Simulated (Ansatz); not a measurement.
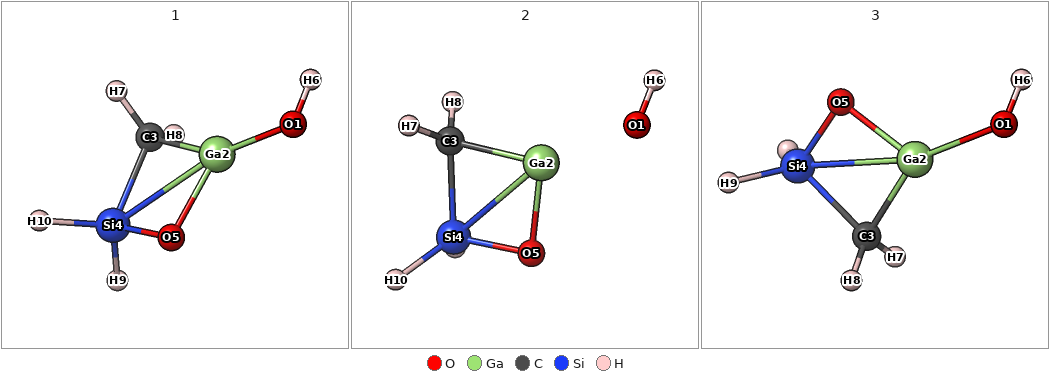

CH5GaO2Si. Coordinates scanned: (1) bond length O1–Ga2; (2) dihedral H6–O1–Ga2–Si4. Nothing is relaxed (all other coordinates rigid). The scan uses a 7 × 8 grid. All energies are given in kJ/mol relative to the relaxed molecule at the same level. Computed with RKS PBE0-D4/def2-SVP in Ansatz.

The numbered pictures are structures from this grid.

**Which is the most stable, and how do the others follow?**

1, at bond length O1–Ga2 = 1.837 Å, dihedral H6–O1–Ga2–Si4 = −180°: 11 kJ/mol; 3, at bond length O1–Ga2 = 2.155 Å, dihedral H6–O1–Ga2–Si4 = −45°: 113 kJ/mol; 2, at bond length O1–Ga2 = 2.314 Å, dihedral H6–O1–Ga2–Si4 = 135°: 178 kJ/mol.

The map, with the structures marked:

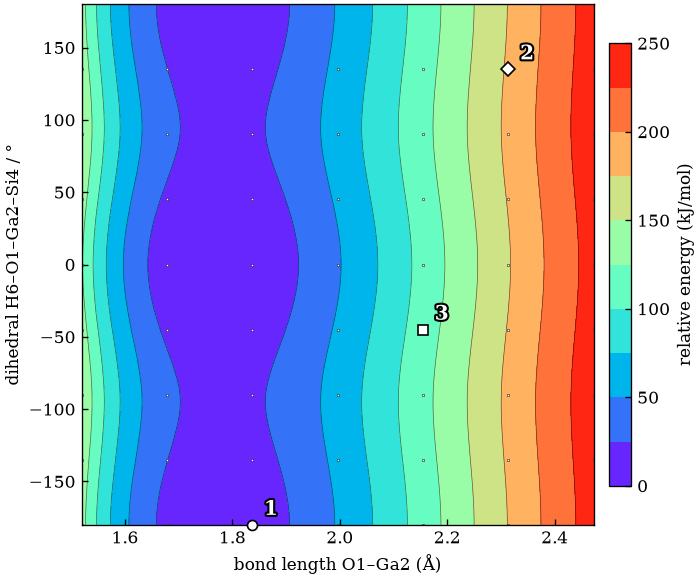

Drawn: filled contours, dots at the grid points. Between grid points the surface is interpolated.
